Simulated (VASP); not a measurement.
## A VASP study of Sn (r2SCAN): structure first, properties next

How well does r2SCAN reproduce what experiment finds for Sn? The cell is relaxed first, and properties follow on it. The steps: full relaxation (r2SCAN), second relaxation, density, ELF and potential (r2SCAN), band structure (r2SCAN), total and projected DOS (r2SCAN), vibrations at Γ (r2SCAN), volume scan with r2SCAN and fit for r2SCAN. The start is a cell from a database of measured crystal structures.

Main program and level: VASP 6.6.1; r2SCAN; plane waves and PAW (Sn_d).

The experiments to compare with:

For Sn, beta-Sn, body-centred tetragonal (literature value for beta-tin), “Diffuse scattering in metallic tin polymorphs” (2013, arxiv:1310.3080) quotes earlier work: lattice constant c (along c, experimental column) 3.182 Å.

This is a report of a sequence of runs, with most program output left out.

The database entry behind the starting cell differs from later determinations by our own check (about 0.15 % long, nanocrystals), so it need not match the best structure at ambient conditions.

### Step 1. The starting structure

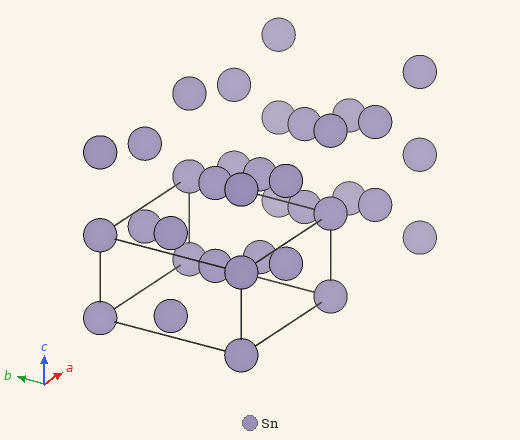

The starting structure, seen from a free direction (tin purple). 2×1×2 cells are drawn. This picture shows the conventional cell, with its axes. Some periodic images of atoms are drawn too.

### Step 2. Full relaxation (r2SCAN)

Properties are meant for the cell that this level of theory prefers, so cell and atoms are relaxed first (ISIF = 3) until forces and stress are small; EDIFFG sets the threshold. r2SCAN adds the kinetic-energy density, costs more than a GGA and is run with LASPH.

Input file INCAR:

```
SYSTEM = Sn
PREC = Accurate
ENCUT = 400
EDIFF = 1E-06
NELM = 100
ISMEAR = 1
SIGMA = 0.2
LREAL = .FALSE.
ALGO = Normal
METAGGA = R2SCAN
LASPH = .TRUE.
NBANDS = 20
LORBIT = 11
LWAVE = .FALSE.
LCHARG = .FALSE.
KPAR = 2
IBRION = 2
NSW = 60
ISIF = 3
EDIFFG = -0.01
```

Input file POSCAR:

```
Sn
1.0
   -2.9196440750      2.9196440750      1.5938000000
    2.9196440750     -2.9196440750      1.5938000000
    2.9196440750      2.9196440750     -1.5938000000
Sn
2
Direct
    0.0000000000      0.0000000000      0.0000000000
    0.7500000000      0.2500000000      0.5000000000
```

Input file KPOINTS:

```
Automatic mesh
0
Gamma
8 8 8
0 0 0
```

PAW data sets: Sn_d (PBE family, release 64).

Command:

```bash
$ mpirun -np 2 vasp_std
```

Elapsed: 4.8 min, on 2 MPI ranks of Intel Xeon 6975P-C (Granite Rapids), shared host; peak memory 0.36 GiB; 9.2 min of CPU time.

The k-mesh is coarse for a metal. The PAW data sets were made with PBE, which is usual practice but a small mismatch for other functionals. The run keeps the 16 symmetry operations of its start, so it cannot find a distortion of lower symmetry.

Step by step:

| step | energy less that of the first step (eV) | largest force (eV/Å) | pressure (GPa) | volume (Å³) |
| --- | --- | --- | --- | --- |
| 1 | 0.0000 | 0.0000 | 0.70 | 54.34 |
| 2 | -0.0079 | 0.0000 | -0.11 | 55.28 |
| 3 | -0.0085 | 0.0000 | -0.45 | 55.57 |
| 4 | -0.0100 | 0.0000 | 0.12 | 55.14 |
| 5 | -0.0100 | 0.0000 | 0.04 | 55.19 |
| 6 | -0.0100 | 0.0000 | 0.04 | 55.19 |
| 7 | -0.0100 | 0.0000 | 0.07 | 55.17 |
| 8 | -0.0100 | 0.0000 | 0.07 | 55.18 |
| 9 | -0.0100 | 0.0000 | -0.04 | 55.27 |

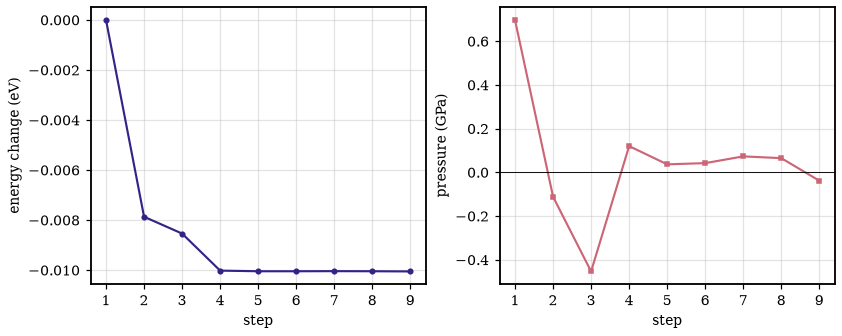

Energy and pressure along the relaxation.

| conventional cell, symmetrised | before | after | change |
| --- | --- | --- | --- |
| a (Å) | 5.839 | 5.810 | -0.5 % |
| b (Å) | 5.839 | 5.810 | -0.5 % |
| c (Å) | 3.188 | 3.275 | +2.7 % |
| volume (Å³/atom) | 27.17 | 27.64 | +1.7 % |

The relaxed structure:

```
Sn
1.0
    -2.90507    2.90507    1.63733
     2.90507   -2.90507    1.63733
     2.90507    2.90507   -1.63733
Sn
2
Direct
  0.00000 0.00000 0.00000
  0.75000 0.25000 0.50000
```

Numbers from this step:

* electrons: 28
* bands: 20
* irreducible k-points: 59
* symmetry operations: 16
* free energy (TOTEN): -49.23 eV
* energy at zero smearing: -49.23 eV
* Fermi energy: 7.653 eV
* pressure: -0.03777 GPa
* metallic: yes
* SCF cycles over all ionic steps: 60

It ends with forces that vanish by symmetry and a pressure of -0.04 GPa. The volume lies +1.7 % from that of the database's start.

### Step 3. Second relaxation

A relaxation keeps the plane waves of the cell it began with, so it is repeated from the new cell, on a basis made for it.

INCAR is that of step 2.

Input file POSCAR:

```
Sn
1.0
   -2.9050741855      2.9050741855      1.6373287658
    2.9050741855     -2.9050741855      1.6373287658
    2.9050741855      2.9050741855     -1.6373287658
Sn
2
Direct
    0.0000000000      0.0000000000      0.0000000000
    0.7500000000      0.2500000000      0.5000000000
```

KPOINTS is that of step 2.

Command:

```bash
$ mpirun -np 2 vasp_std
```

Run time: 85 s. Hardware: 2 MPI ranks; peak memory 0.36 GiB.

Little changed from the start: no atom moved by 0.005 Å and no cell edge by 0.1 %.

Numbers from this step:

```
energy at zero smearing         : -49.24 eV
Fermi energy                    : 7.648 eV
pressure                        : -0.01354 GPa
SCF cycles over all ionic steps : 19
```

It ends with forces that vanish by symmetry and a pressure of -0.01 GPa. The volume moved by only 0.03 %, so the volume is settled.

### Step 4. Density, ELF and potential (r2SCAN)

The relaxed cell gets a fresh self-consistent run, on a basis set for its own volume, to fix the density and to check the remaining stress.

INCAR: that of step 3 with these lines changed.

```diff
@@ -14,7 +14,5 @@
 LWAVE = .FALSE.
-LCHARG = .FALSE.
-KPAR = 2
-IBRION = 2
-NSW = 60
-ISIF = 3
-EDIFFG = -0.01
+LCHARG = .TRUE.
+ISIF = 2
+LELF = .TRUE.
+LVHAR = .TRUE.
```

Input file POSCAR:

```
Sn
1.0
   -2.9045720571      2.9045720571      1.6384020222
    2.9045720571     -2.9045720571      1.6384020222
    2.9045720571      2.9045720571     -1.6384020222
Sn
2
Direct
    0.0000000000      0.0000000000      0.0000000000
    0.7500000000      0.2500000000      0.5000000000
```

KPOINTS is that of step 3.

Command:

```bash
$ mpirun -np 2 vasp_std
```

Run time: 52 s. Hardware: 2 MPI ranks; peak memory 0.29 GiB; 1.7 min of CPU time.

Numbers from this step:

```yaml
scf_cycles: 14
pressure: 0.001271 GPa
```

Valence electrons inside each PAW sphere by angular momentum. Sphere charges, by row:

| atom | s (e) | p (e) | d (e) | tot (e) |
| --- | --- | --- | --- | --- |
| Sn1 | 1.198 | 1.066 | 9.969 | 12.23 |
| Sn2 | 1.198 | 1.066 | 9.969 | 12.23 |

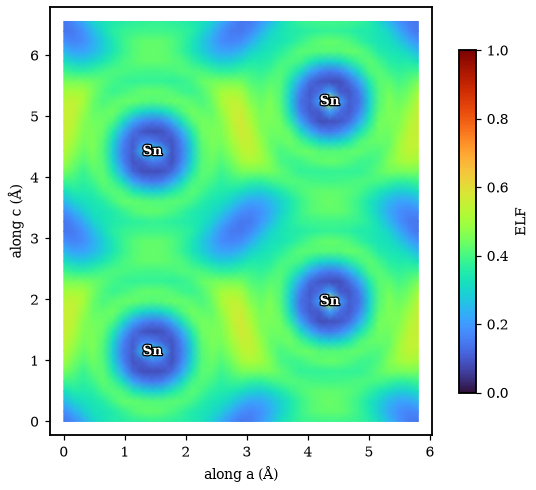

ELF in the ac plane of the conventional cell at fractional y = 0.000, with atoms of Sn within 0.2 Å of it. It is the smooth field of the valence electrons, not physical close to the nuclei. The map starts off the cell's origin, so that atoms lie inside it.

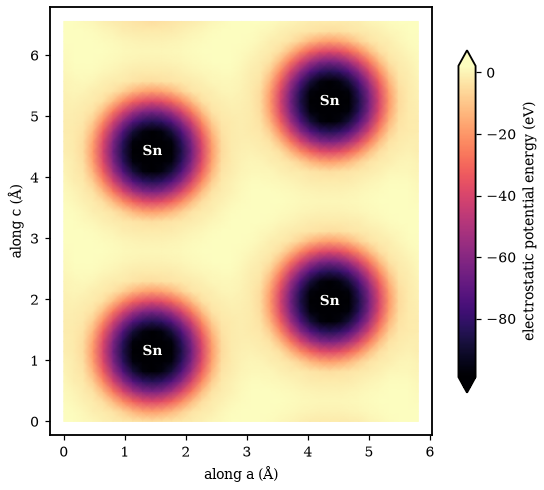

Electrostatic potential energy in the ac plane of the conventional cell at fractional y = 0.000, with atoms of Sn within 0.2 Å of it. With pseudopotentials it is smooth inside the atoms' cores, unlike the true potential. The map starts off the cell's origin, so that atoms lie inside it.

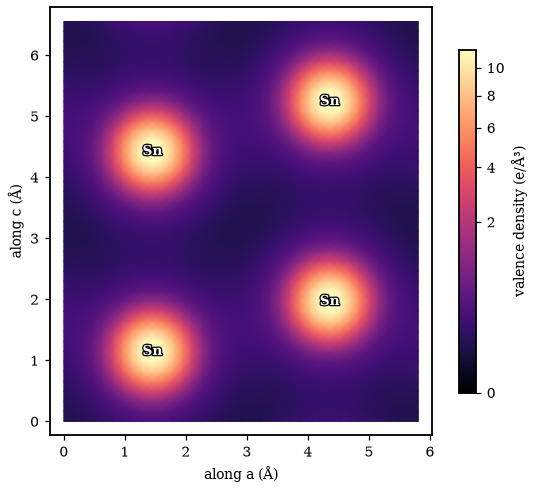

Valence density in the ac plane of the conventional cell at fractional y = 0.000, with atoms of Sn within 0.2 Å of it. It is the smooth field of the valence electrons, not physical close to the nuclei. The map starts off the cell's origin, so that atoms lie inside it. The colour scale is stretched toward low values.

In this run the pressure is 0.00 GPa, small enough to go on.

### Step 5. Band structure (r2SCAN)

Levels along the symmetry lines show where the bands peak and cross; KPOINTS_OPT computes them in the converged potential.

Input file INCAR:

```
SYSTEM = Sn
PREC = Accurate
ENCUT = 400
EDIFF = 1E-06
NELM = 100
ISMEAR = 1
SIGMA = 0.2
LREAL = .FALSE.
ALGO = Normal
METAGGA = R2SCAN
LASPH = .TRUE.
NBANDS = 26
LORBIT = 11
LWAVE = .FALSE.
LCHARG = .FALSE.
KPAR = 2
```

POSCAR is that of step 4.

KPOINTS is that of step 4.

Input file KPOINTS_OPT:

```
Line mode
16
Line-mode
Reciprocal
  0.00000000   0.00000000   0.00000000 GAMMA
  0.00000000   0.00000000   0.50000000 X

  0.00000000   0.00000000   0.50000000 X
 -0.50000000   0.50000000   0.50000000 M

 -0.50000000   0.50000000   0.50000000 M
  0.00000000   0.00000000   0.00000000 GAMMA

  0.00000000   0.00000000   0.00000000 GAMMA
  0.32954569   0.32954569  -0.32954569 Z

  0.32954569   0.32954569  -0.32954569 Z
  0.25000000   0.25000000   0.25000000 P

  0.25000000   0.25000000   0.25000000 P
  0.00000000   0.50000000   0.00000000 N

  0.00000000   0.50000000   0.00000000 N
 -0.32954569   0.67045431   0.32954569 Z1

 -0.32954569   0.67045431   0.32954569 Z1
 -0.50000000   0.50000000   0.50000000 M

  0.00000000   0.00000000   0.50000000 X
  0.25000000   0.25000000   0.25000000 P
```

Command:

```bash
$ mpirun -np 2 vasp_std
```

Wall time 2.5 min (2 MPI ranks); peak memory 0.39 GiB; 5 min of CPU time.

Spin-orbit coupling is off here; with elements this heavy it splits and shifts levels by tenths of an eV or more.

Numbers from this step:

```yaml
bands: 26
pressure: -0.005626 GPa
```

Electronic bands along the path, in eV, zero at the Fermi level; # counts the bands kept:

| point | #1 | #2 | #3 | #4 | #5 | #6 | #7 | #8 |
| --- | --- | --- | --- | --- | --- | --- | --- | --- |
| Γ | -11.49 | -3.30 | -1.94 | -1.94 | 3.54 | 6.61 | 6.68 | 6.76 |
| X | -9.10 | -9.10 | 0.75 | 0.75 | 2.10 | 2.10 | 5.83 | 5.83 |
| M | -7.63 | -7.63 | -4.87 | -4.87 | 4.68 | 4.68 | 10.26 | 10.26 |
| Γ | -11.49 | -3.30 | -1.94 | -1.94 | 3.54 | 6.61 | 6.68 | 6.76 |
| Z | -6.84 | -5.75 | -3.15 | -3.15 | -3.00 | 3.54 | 6.00 | 6.00 |
| P | -6.34 | -6.34 | -3.61 | -3.61 | 3.78 | 3.78 | 4.27 | 4.27 |
| N | -7.35 | -5.65 | -2.24 | -1.66 | -1.36 | 2.52 | 3.06 | 5.02 |
| Z1 | -6.84 | -5.75 | -3.15 | -3.15 | -3.00 | 3.54 | 6.00 | 6.00 |
| M | -7.63 | -7.63 | -4.87 | -4.87 | 4.68 | 4.68 | 10.26 | 10.26 |
| jump to X | -9.10 | -9.10 | 0.75 | 0.75 | 2.10 | 2.10 | 5.83 | 5.83 |
| P | -6.34 | -6.34 | -3.61 | -3.61 | 3.78 | 3.78 | 4.27 | 4.27 |

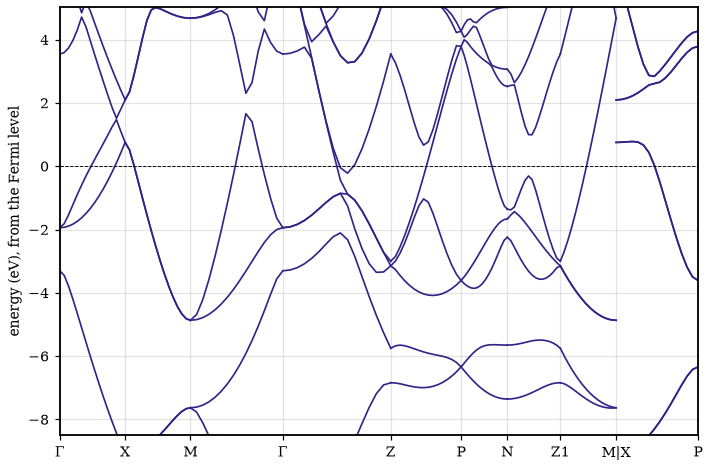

Electronic bands along the path.

There is no gap at this level.

### Step 6. Total and projected DOS (r2SCAN)

A density of states needs more k-points than a total energy; ISMEAR = -5 takes tetrahedra, and LORBIT projects the states on the PAW spheres. The mesh is finer than in the run before.

INCAR: that of step 5 with these lines changed.

```diff
@@ -5,3 +5,3 @@
 NELM = 100
-ISMEAR = 1
+ISMEAR = -5
 SIGMA = 0.2
@@ -16 +16,2 @@
 KPAR = 2
+NEDOS = 2001
```

POSCAR is that of step 5.

Input file KPOINTS:

```
Automatic mesh
0
Gamma
12 12 12
0 0 0
```

Command:

```bash
$ mpirun -np 2 vasp_std
```

It took 2.7 min on 2 MPI ranks; peak memory 0.47 GiB.

With tetrahedra the forces and stress of a metal are not exact derivatives of the energy.

Numbers from this step:

```
SCF cycles             : 12
irreducible k-points   : 163
Fermi energy           : 7.696 eV
pressure               : -0.1865 GPa
DOS at the Fermi level : 0.8739 states/eV/cell
```

The density of states has structure finer than the step of the table below, so its rows give means over 2 eV, whole bins alone (the curve runs from -12.0 to 7.92 eV). Peaks (eV: height): total -7.5: 1.17, -1.5: 1.51, 2.6: 1.21, 4.5: 1.72; Sn p -1.5: 0.724, 2.6: 0.504, 4.6: 0.723; Sn s -7.5: 0.673, -5.6: 0.378; Sn d 4.4: 0.145.

States under -12.0 eV and over 7.9 eV are left out. Table of density of states by energy, zero at the Fermi level; means over each step; values in states/eV/cell:

| energy (eV) | total | Sn p | Sn s | Sn d |
| --- | --- | --- | --- | --- |
| -10 | 0.417 | 0.0212 | 0.219 | 0.00132 |
| -8 | 0.814 | 0.0565 | 0.449 | 0.00981 |
| -6 | 0.542 | 0.0668 | 0.285 | 0.00697 |
| -4 | 0.622 | 0.212 | 0.121 | 0.00935 |
| -2 | 1.10 | 0.499 | 0.0638 | 0.0276 |
| 0 | 0.918 | 0.403 | 0.0848 | 0.0410 |
| 2 | 0.983 | 0.404 | 0.109 | 0.0590 |
| 4 | 1.36 | 0.536 | 0.0673 | 0.121 |
| 6 | 1.17 | 0.510 | 0.0325 | 0.106 |

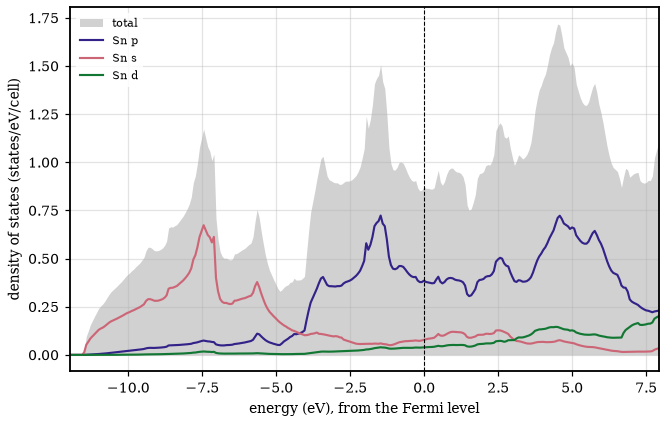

Density of states against energy.

The finer mesh and the other smearing move the Fermi level by +0.05 eV from the 8×8×8 run, a small shift, which tests the Fermi level alone. Of the states within 0.3 eV of the Fermi level, the largest shares in the PAW spheres are Sn p 44 % and Sn s 9 %. The rest lies in smaller channels or between the spheres.

### Step 7. Vibrations at Γ (r2SCAN)

Zone-centre modes test whether the atoms sit at a minimum within this cell. IBRION = 6 takes the force constants from differences of forces between displaced cells, so the forces must be tight.

Input file INCAR:

```
SYSTEM = Sn
PREC = Accurate
ENCUT = 400
EDIFF = 1E-08
NELM = 100
ISMEAR = 1
SIGMA = 0.2
LREAL = .FALSE.
ALGO = Normal
METAGGA = R2SCAN
LASPH = .TRUE.
NBANDS = 20
LORBIT = 11
LWAVE = .FALSE.
LCHARG = .FALSE.
KPAR = 2
IBRION = 6
NFREE = 2
POTIM = 0.015
ISIF = 2
NSW = 1
```

POSCAR is that of step 6.

Input file KPOINTS:

```
Automatic mesh
0
Gamma
13 13 13
0 0 0
```

Command:

```bash
$ mpirun -np 2 vasp_std
```

It took 22 min on 2 MPI ranks; peak memory 1.2 GiB.

The last energy, forces, stress and levels in OUTCAR belong to the last displaced cell, not to the cell of POSCAR.

Numbers from this step:

```yaml
bands: 20
irreducible_k_points: 196
pressure_of_the_cell: -0.03343 GPa
largest_force_of_the_cell: 0 eV/Å
```

Modes at Γ:

| mode | frequency (cm⁻¹) | symmetry |
| --- | --- | --- |
| 1 | 0.0 | acoustic |
| 2 | 0.0 | acoustic |
| 3 | 0.0 | acoustic |
| 4 | 52.4 | Bg |
| 5 | 133.7 | Eg |
| 6 | 133.7 | Eg |

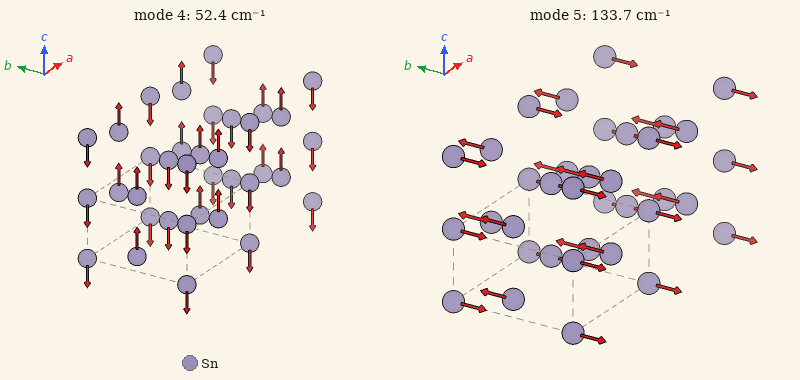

Displacement patterns of modes 4 and 5 at Γ; arrows are exaggerated. 2×1×2 conventional cells are drawn. Some periodic images of atoms are drawn too.

The three acoustic modes come out at zero, and all others are real. By the characters of their eigenvectors the optical modes sort into (cm⁻¹) Raman active: Bg 52, Eg 134. B labels carry no number here, since it depends on the setting of the axes. With a centre of inversion no mode is active in both.

### Step 8. Volume scan with r2SCAN

An equation of state needs energies on both sides of the minimum, all on one mesh and cutoff.

INCAR: that of step 7 with these lines changed.

```diff
@@ -3,3 +3,3 @@
 ENCUT = 400
-EDIFF = 1E-08
+EDIFF = 1E-06
 NELM = 100
@@ -16,6 +16,2 @@
 KPAR = 2
-IBRION = 6
-NFREE = 2
-POTIM = 0.015
 ISIF = 2
-NSW = 1
```

Input file POSCAR:

```
Sn
1.0
   -2.8452784389      2.8452784389      1.6049558614
    2.8452784389     -2.8452784389      1.6049558614
    2.8452784389      2.8452784389     -1.6049558614
Sn
2
Direct
    0.0000000000      0.0000000000      0.0000000000
    0.7500000000      0.2500000000      0.5000000000
```

Input file KPOINTS:

```
Automatic mesh
0
Gamma
8 8 8
0 0 0
```

Command:

```bash
$ mpirun -np 2 vasp_std
```

It took 37 s on 2 MPI ranks; peak memory 0.33 GiB; 71 s of CPU time.

The scan keeps the cell's shape and the fractional positions fixed.

Numbers from this step:

```
irreducible k-points    : 59
free energy (TOTEN)     : -49.19 eV
energy at zero smearing : -49.19 eV
Fermi energy            : 8.414 eV
pressure                : 3.692 GPa
```

The pressure here is 3.69 GPa.

### Step 9. Volume scan with r2SCAN (run 2)

INCAR is that of step 8.

Input file POSCAR:

```
Sn
1.0
   -2.8653162712      2.8653162712      1.6162587399
    2.8653162712     -2.8653162712      1.6162587399
    2.8653162712      2.8653162712     -1.6162587399
Sn
2
Direct
    0.0000000000      0.0000000000      0.0000000000
    0.7500000000      0.2500000000      0.5000000000
```

KPOINTS is that of step 8.

Command:

```bash
$ mpirun -np 2 vasp_std
```

Wall time 39 s (2 MPI ranks); peak memory 0.33 GiB.

Numbers from this step:

- free energy (TOTEN): -49.22 eV
- Fermi energy: 8.146 eV
- pressure: 2.249 GPa

The pressure falls from 3.69 to 2.25 GPa.

The run ends at a pressure of 2.25 GPa.

### Step 10. Volume scan with r2SCAN (run 3)

INCAR is that of step 9.

Input file POSCAR:

```
Sn
1.0
   -2.8850776975      2.8850776975      1.6274057041
    2.8850776975     -2.8850776975      1.6274057041
    2.8850776975      2.8850776975     -1.6274057041
Sn
2
Direct
    0.0000000000      0.0000000000      0.0000000000
    0.7500000000      0.2500000000      0.5000000000
```

KPOINTS is that of step 9.

Command:

```bash
$ mpirun -np 2 vasp_std
```

Wall time 55 s (2 MPI ranks); peak memory 0.33 GiB; 1.8 min of CPU time.

The pressure falls from 2.25 to 1.16 GPa.

The run ends at a pressure of 1.16 GPa.

### Step 11. Volume scan with r2SCAN (run 4)

INCAR is that of step 10.

Input file POSCAR:

```
Sn
1.0
   -2.9045720571      2.9045720571      1.6384020222
    2.9045720571     -2.9045720571      1.6384020222
    2.9045720571      2.9045720571     -1.6384020222
Sn
2
Direct
    0.0000000000      0.0000000000      0.0000000000
    0.7500000000      0.2500000000      0.5000000000
```

KPOINTS is that of step 10.

Command:

```bash
$ mpirun -np 2 vasp_std
```

Run time: 56 s. Hardware: 2 MPI ranks; peak memory 0.34 GiB.

The pressure falls from 1.16 to 0.00 GPa.

The run ends at a pressure of 0.00 GPa.

(Continued in part 2 of 2.)

[Lines on the potential files, build, host, timing and source positions are cut from VASP's logs without a mark.]

[Logs are printed without paths, hosts, clocks, repeated set-up lines and the standing remarks that a program may print on its own settings, such as how far it seeks lower states.]

[Hosts, paths, dates, database ids (printed as entryN), source tags and the programs' standing remarks are cut or masked in the printed files.]

[A measured line is paired with the nearest computed mode of its activity, which favours agreement.]
